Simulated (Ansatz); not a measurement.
**Pressure series in hypothetical fluorite TeO2**

Start from TeO$_{2}$ in the fluorite structure (space group Fm-3m, No. 225; a = 5.335 Å; a hypothetical phase, not in the database extracts checked).

Cell and atoms are relaxed at each pressure.

The values are results of r2SCAN/PAW in Ansatz (an electronic-structure program), no spin-orbit coupling, not measurements.

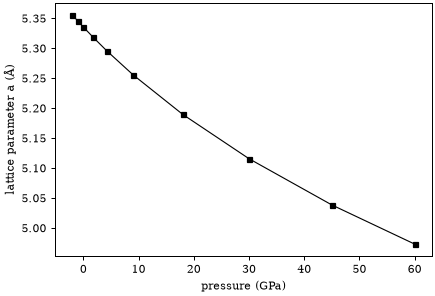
Figure: Lattice parameter a against pressure

| pressure (GPa) | lattice parameter a |
|---|---|
| -2 | 5.356 Å |
| -1 | 5.345 Å |
| 1.8 | 5.318 Å |
| 4.2 | 5.296 Å |
| 9 | 5.256 Å |
| 18 | 5.189 Å |
| 30 | 5.116 Å |
| 45 | 5.038 Å |
| 60 | 4.973 Å |

Load acts through the strain it causes; cell and atoms are relaxed under it. No phonon test of stability was made. Competing high-pressure phases were not computed.
